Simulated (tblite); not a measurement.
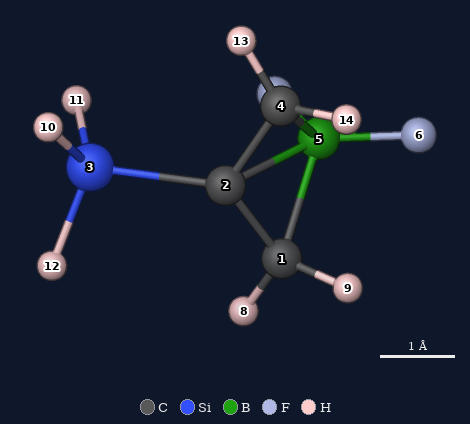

Figure 1. The structure as given in the input (ball-and-stick view, seen at a tilt; atoms are numbered from 1 in the order of the input). Bond lengths as drawn: B–C 1.77 to 1.80 Å, B–F 1.36 Å, C–C 1.42 Å, C–H 1.08 Å, C–Si 1.90 Å and H–Si 1.46 to 1.47 Å.

**Run report: C$_{3}$H$_{7}$BF$_{2}$Si, saddle-point search**

C$_{3}$H$_{7}$BF$_{2}$Si, computed with GFN2-xTB saddle search (eigenvector following) and harmonic vibrations, gas phase (tblite 0.8.0).

Input file
```
{"job": {"xc": "GFN2-xTB", "basis": "xTB", "kind": "saddle"}, "charge": 0, "multiplicity": 1}
C      0.095155    -0.894864    -1.121325
C     -0.235793    -0.410023     0.167010
Si    -1.722167     0.754589     0.412419
C      0.836677    -0.383309     1.090983
B      1.304734     0.231596    -0.497183
F      2.545705    -0.234040    -0.804354
F      1.158800     1.559920    -0.754085
H     -0.603920    -0.719819    -1.925681
H      0.667436    -1.806446    -1.238398
H     -2.146497     0.492338     1.791016
H     -1.360882     2.152400     0.224652
H     -2.733815     0.312001    -0.549805
H      0.706943     0.185762     1.998999
H      1.487624    -1.240104     1.205751
```

The first line tells a small driver script what to run in tblite; the rest is the geometry in Å.

Launch command:
```bash
OMP_NUM_THREADS=1 python <driver script> task.json out
```

What the program printed
```
step      E/eV     max force
  0    -610.90329   0.0264
  1    -610.90443   0.0603
  2    -610.90406   0.0157
  3    -610.90456   0.0277
  4    -610.90510   0.0421
  5    -610.90577   0.0432
  6    -610.90660   0.0233
  7    -610.90736   0.0690
  8    -610.90706   0.0088
  9    -610.90763   0.0222
 10    -610.90823   0.0266
 11    -610.90886   0.0137
 12    -610.90956   0.0420
 13    -610.90921   0.0060
 14    -610.90965   0.0140
 15    -610.91008   0.0161
 16    -610.91050   0.0090
 17    -610.91101   0.0254
 18    -610.91073   0.0044
 19    -610.91103   0.0090
 20    -610.91132   0.0099
 21    -610.91159   0.0062
 22    -610.91193   0.0159
 23    -610.91224   0.0192
 24    -610.91253   0.0189
 25    -610.91278   0.0194
 26    -610.91302   0.0107
 27    -610.91319   0.0318
 28    -610.91313   0.0037
lowest wavenumbers (cm-1): -397.5 46.1 94.7 179.0 274.3 308.5
```

Trajectory as extended XYZ (Å, eV, eV/Å), 12 frames, from step=0 to step=28
```
14
Properties=species:S:1:pos:R:3:forces:R:3 step=0 energy=-610.90329
C     0.0952   -0.8949   -1.1213    0.0020  -0.0080  -0.0150
C    -0.2358   -0.4100    0.1670   -0.0020  -0.0040  -0.0200
Si   -1.7222    0.7546    0.4124    0.0060   0.0030   0.0020
C     0.8367   -0.3833    1.0910    0.0000  -0.0010  -0.0090
B     1.3047    0.2316   -0.4972   -0.0170   0.0030   0.0200
F     2.5457   -0.2340   -0.8044   -0.0110   0.0020  -0.0030
F     1.1588    1.5599   -0.7541   -0.0080   0.0020  -0.0040
H    -0.6039   -0.7198   -1.9257    0.0000  -0.0040   0.0130
H     0.6674   -1.8064   -1.2384    0.0080   0.0080   0.0060
H    -2.1465    0.4923    1.7910   -0.0050   0.0020   0.0000
H    -1.3609    2.1524    0.2247    0.0080  -0.0010  -0.0040
H    -2.7338    0.3120   -0.5498    0.0070   0.0050  -0.0010
H     0.7069    0.1858    1.9990    0.0050   0.0030   0.0120
H     1.4876   -1.2401    1.2058    0.0080  -0.0110   0.0030
14
Properties=species:S:1:pos:R:3:forces:R:3 step=2 energy=-610.90406
C     0.0939   -0.9043   -1.1166    0.0010  -0.0030  -0.0040
C    -0.2355   -0.4157    0.1711   -0.0010  -0.0010  -0.0040
Si   -1.7166    0.7568    0.4121    0.0090  -0.0070   0.0000
C     0.8386   -0.3829    1.0923    0.0010   0.0000  -0.0010
B     1.2941    0.2341   -0.5015   -0.0030   0.0000   0.0040
F     2.5382   -0.2210   -0.8109   -0.0030   0.0010  -0.0010
F     1.1366    1.5608   -0.7610   -0.0010   0.0010  -0.0020
H    -0.6099   -0.7384   -1.9183   -0.0010  -0.0010   0.0020
H     0.6725   -1.8123   -1.2301    0.0020   0.0010   0.0020
H    -2.1646    0.4788    1.7794   -0.0060  -0.0040   0.0110
H    -1.3376    2.1525    0.2513    0.0070   0.0140   0.0000
H    -2.7166    0.3403   -0.5722   -0.0070  -0.0020  -0.0110
H     0.7107    0.1868    2.0004    0.0010   0.0020   0.0030
H     1.4961   -1.2354    1.2041    0.0020  -0.0020   0.0010
14
Properties=species:S:1:pos:R:3:forces:R:3 step=5 energy=-610.90577
C     0.0866   -0.9345   -1.0978    0.0000   0.0010   0.0030
C    -0.2319   -0.4157    0.1814    0.0030   0.0010  -0.0010
Si   -1.7115    0.7595    0.4166   -0.0230   0.0200   0.0020
C     0.8509   -0.3544    1.0901   -0.0010   0.0000  -0.0020
B     1.2810    0.2303   -0.5259   -0.0010   0.0010  -0.0010
F     2.5267   -0.2184   -0.8372   -0.0010   0.0000   0.0000
F     1.1060    1.5491   -0.8140   -0.0010  -0.0040   0.0000
H    -0.6274   -0.7947   -1.8954    0.0010  -0.0010   0.0030
H     0.6709   -1.8408   -1.1938   -0.0010   0.0010   0.0010
H    -2.2483    0.3683    1.7264    0.0110   0.0090  -0.0350
H    -1.2938    2.1568    0.4131   -0.0130  -0.0410   0.0040
H    -2.6562    0.4575   -0.6626    0.0270   0.0120   0.0280
H     0.7299    0.2359    1.9861    0.0010   0.0000  -0.0030
H     1.5171   -1.1988    1.2131    0.0000   0.0020   0.0000
14
Properties=species:S:1:pos:R:3:forces:R:3 step=7 energy=-610.90736
C     0.0799   -0.9580   -1.0810    0.0000   0.0020   0.0040
C    -0.2284   -0.4146    0.1906    0.0050   0.0020  -0.0010
Si   -1.7076    0.7616    0.4196   -0.0360   0.0310   0.0050
C     0.8624   -0.3311    1.0877   -0.0020   0.0000  -0.0030
B     1.2710    0.2267   -0.5447   -0.0020   0.0010  -0.0010
F     2.5172   -0.2174   -0.8600   -0.0020   0.0000   0.0000
F     1.0814    1.5387   -0.8551   -0.0010  -0.0060   0.0010
H    -0.6423   -0.8384   -1.8744    0.0020  -0.0010   0.0050
H     0.6683   -1.8631   -1.1637   -0.0010   0.0010   0.0010
H    -2.3167    0.2844    1.6697    0.0210   0.0190  -0.0540
H    -1.2677    2.1481    0.5447   -0.0230  -0.0650  -0.0020
H    -2.5995    0.5569   -0.7260    0.0390   0.0140   0.0490
H     0.7477    0.2758    1.9734    0.0000  -0.0010  -0.0040
H     1.5343   -1.1695    1.2194    0.0000   0.0020   0.0000
14
Properties=species:S:1:pos:R:3:forces:R:3 step=10 energy=-610.90823
C     0.0776   -0.9652   -1.0752    0.0000   0.0010   0.0020
C    -0.2271   -0.4142    0.1939    0.0020   0.0010   0.0000
Si   -1.7062    0.7624    0.4203   -0.0140   0.0120   0.0020
C     0.8664   -0.3241    1.0869   -0.0010   0.0010  -0.0010
B     1.2677    0.2256   -0.5502   -0.0010   0.0000  -0.0010
F     2.5138   -0.2170   -0.8677   -0.0010   0.0000   0.0000
F     1.0731    1.5353   -0.8670   -0.0010  -0.0030   0.0000
H    -0.6473   -0.8517   -1.8668    0.0010  -0.0010   0.0020
H     0.6674   -1.8696   -1.1541    0.0000   0.0000   0.0010
H    -2.3378    0.2609    1.6473    0.0070   0.0060  -0.0220
H    -1.2627    2.1415    0.5848   -0.0090  -0.0250   0.0010
H    -2.5789    0.5892   -0.7423    0.0160   0.0060   0.0180
H     0.7541    0.2877    1.9693    0.0010   0.0000  -0.0020
H     1.5400   -1.1608    1.2207    0.0000   0.0010   0.0000
14
Properties=species:S:1:pos:R:3:forces:R:3 step=12 energy=-610.90956
C     0.0717   -0.9833   -1.0603    0.0000   0.0020   0.0030
C    -0.2238   -0.4130    0.2024    0.0030   0.0010   0.0000
Si   -1.7029    0.7643    0.4222   -0.0240   0.0180   0.0040
C     0.8768   -0.3062    1.0847   -0.0010   0.0000  -0.0020
B     1.2595    0.2227   -0.5642   -0.0010   0.0010  -0.0010
F     2.5053   -0.2161   -0.8872   -0.0010   0.0000   0.0000
F     1.0524    1.5267   -0.8975   -0.0010  -0.0040   0.0000
H    -0.6602   -0.8855   -1.8476    0.0010  -0.0010   0.0030
H     0.6649   -1.8863   -1.1295   -0.0010   0.0010   0.0010
H    -2.3917    0.2004    1.5912    0.0150   0.0140  -0.0330
H    -1.2500    2.1259    0.6870   -0.0150  -0.0390  -0.0040
H    -2.5272    0.6707   -0.7844    0.0240   0.0060   0.0330
H     0.7706    0.3183    1.9590    0.0000   0.0000  -0.0030
H     1.5546   -1.1386    1.2243    0.0000   0.0010   0.0000
14
Properties=species:S:1:pos:R:3:forces:R:3 step=15 energy=-610.91008
C     0.0697   -0.9885   -1.0555    0.0000   0.0000   0.0010
C    -0.2227   -0.4125    0.2053    0.0010   0.0000   0.0000
Si   -1.7019    0.7649    0.4226   -0.0090   0.0070   0.0020
C     0.8803   -0.3009    1.0840    0.0000   0.0010  -0.0010
B     1.2570    0.2218   -0.5681   -0.0010   0.0000  -0.0010
F     2.5025   -0.2160   -0.8935   -0.0010   0.0000  -0.0010
F     1.0460    1.5240   -0.9062   -0.0010  -0.0020  -0.0010
H    -0.6644   -0.8953   -1.8412    0.0000  -0.0010   0.0020
H     0.6641   -1.8910   -1.1220    0.0000   0.0000   0.0010
H    -2.4076    0.1839    1.5714    0.0050   0.0040  -0.0140
H    -1.2485    2.1189    0.7169   -0.0050  -0.0150   0.0000
H    -2.5099    0.6956   -0.7947    0.0100   0.0040   0.0120
H     0.7761    0.3271    1.9558    0.0010   0.0000  -0.0010
H     1.5592   -1.1322    1.2250    0.0000   0.0010   0.0000
14
Properties=species:S:1:pos:R:3:forces:R:3 step=17 energy=-610.91101
C     0.0647   -1.0021   -1.0430    0.0000   0.0010   0.0020
C    -0.2198   -0.4113    0.2127    0.0020   0.0000   0.0000
Si   -1.6994    0.7664    0.4238   -0.0150   0.0110   0.0020
C     0.8893   -0.2873    1.0822   -0.0010   0.0000  -0.0010
B     1.2505    0.2195   -0.5785   -0.0010   0.0000  -0.0010
F     2.4953   -0.2157   -0.9096   -0.0010   0.0000   0.0000
F     1.0296    1.5170   -0.9287    0.0000  -0.0020   0.0000
H    -0.6752   -0.9207   -1.8245    0.0010  -0.0010   0.0020
H     0.6618   -1.9032   -1.1026    0.0000   0.0000   0.0010
H    -2.4488    0.1408    1.5211    0.0100   0.0090  -0.0200
H    -1.2440    2.1017    0.7946   -0.0090  -0.0230  -0.0030
H    -2.4658    0.7599   -0.8221    0.0140   0.0030   0.0210
H     0.7904    0.3503    1.9477    0.0000   0.0000  -0.0020
H     1.5712   -1.1154    1.2269    0.0000   0.0010   0.0000
14
Properties=species:S:1:pos:R:3:forces:R:3 step=20 energy=-610.91132
C     0.0631   -1.0060   -1.0389    0.0000   0.0000   0.0010
C    -0.2188   -0.4108    0.2151    0.0010   0.0000   0.0000
Si   -1.6986    0.7669    0.4241   -0.0060   0.0040   0.0010
C     0.8922   -0.2831    1.0815    0.0000   0.0000  -0.0010
B     1.2486    0.2188   -0.5814    0.0000   0.0000   0.0000
F     2.4930   -0.2158   -0.9146   -0.0010   0.0000   0.0000
F     1.0247    1.5147   -0.9353   -0.0010  -0.0010  -0.0010
H    -0.6786   -0.9282   -1.8191    0.0000  -0.0010   0.0010
H     0.6610   -1.9067   -1.0967    0.0000   0.0000   0.0010
H    -2.4609    0.1288    1.5042    0.0030   0.0030  -0.0090
H    -1.2442    2.0952    0.8176   -0.0030  -0.0090   0.0000
H    -2.4516    0.7794   -0.8288    0.0060   0.0020   0.0070
H     0.7951    0.3572    1.9451    0.0000   0.0000  -0.0010
H     1.5750   -1.1104    1.2273    0.0000   0.0010   0.0000
14
Properties=species:S:1:pos:R:3:forces:R:3 step=22 energy=-610.91193
C     0.0589   -1.0163   -1.0286    0.0000   0.0010   0.0010
C    -0.2163   -0.4097    0.2213    0.0010   0.0000   0.0000
Si   -1.6967    0.7680    0.4250   -0.0090   0.0060   0.0020
C     0.8998   -0.2725    1.0799   -0.0010   0.0000  -0.0010
B     1.2436    0.2169   -0.5892   -0.0010   0.0000   0.0000
F     2.4871   -0.2160   -0.9276   -0.0010   0.0000   0.0000
F     1.0121    1.5091   -0.9524    0.0000  -0.0020   0.0000
H    -0.6875   -0.9475   -1.8051    0.0000  -0.0010   0.0020
H     0.6589   -1.9158   -1.0814    0.0000   0.0000   0.0010
H    -2.4924    0.0974    1.4609    0.0070   0.0060  -0.0130
H    -1.2443    2.0788    0.8771   -0.0060  -0.0140  -0.0020
H    -2.4151    0.8299   -0.8467    0.0090   0.0020   0.0130
H     0.8071    0.3751    1.9385    0.0000   0.0000  -0.0010
H     1.5848   -1.0974    1.2284    0.0000   0.0010   0.0000
14
Properties=species:S:1:pos:R:3:forces:R:3 step=25 energy=-610.91278
C     0.0513   -1.0336   -1.0098    0.0000   0.0010   0.0020
C    -0.2117   -0.4073    0.2328    0.0010   0.0000   0.0000
Si   -1.6937    0.7699    0.4263   -0.0120   0.0070   0.0020
C     0.9136   -0.2538    1.0768   -0.0010   0.0000  -0.0010
B     1.2351    0.2133   -0.6025    0.0000   0.0000   0.0000
F     2.4764   -0.2176   -0.9509   -0.0010   0.0000   0.0000
F     0.9906    1.4987   -0.9816    0.0000  -0.0020   0.0000
H    -0.7037   -0.9801   -1.7792    0.0010   0.0000   0.0020
H     0.6549   -1.9311   -1.0546    0.0000   0.0000   0.0000
H    -2.5456    0.0465    1.3791    0.0100   0.0090  -0.0140
H    -1.2504    2.0455    0.9792   -0.0070  -0.0160  -0.0050
H    -2.3485    0.9181   -0.8717    0.0090   0.0000   0.0170
H     0.8292    0.4063    1.9266    0.0000   0.0000  -0.0010
H     1.6024   -1.0748    1.2295    0.0000   0.0010   0.0000
14
Properties=species:S:1:pos:R:3:forces:R:3 step=28 energy=-610.91313
C     0.0471   -1.0420   -0.9996    0.0000   0.0000   0.0000
C    -0.2091   -0.4055    0.2389    0.0000   0.0000   0.0000
Si   -1.6924    0.7707    0.4272   -0.0020   0.0010   0.0000
C     0.9212   -0.2436    1.0748    0.0000   0.0000   0.0000
B     1.2312    0.2110   -0.6093    0.0000   0.0000   0.0000
F     2.4709   -0.2200   -0.9631    0.0000   0.0000   0.0000
F     0.9808    1.4928   -0.9970    0.0000   0.0000   0.0000
H    -0.7124   -0.9963   -1.7650    0.0000   0.0000   0.0010
H     0.6524   -1.9386   -1.0406    0.0000   0.0000   0.0000
H    -2.5718    0.0218    1.3328    0.0010   0.0010  -0.0030
H    -1.2578    2.0251    1.0316   -0.0010  -0.0030   0.0000
H    -2.3129    0.9642   -0.8805    0.0020   0.0010   0.0030
H     0.8412    0.4231    1.9198    0.0000   0.0000   0.0000
H     1.6117   -1.0627    1.2300    0.0000   0.0000   0.0000
```

Summary

| quantity | value |
| --- | --- |
| outcome | converged |
| total energy | −610.9131 eV |
| point group | C1 |
| hardware | 1 CPU thread, shared host |
| wall time | 4.9 s |
| peak memory | 0.2 GiB |
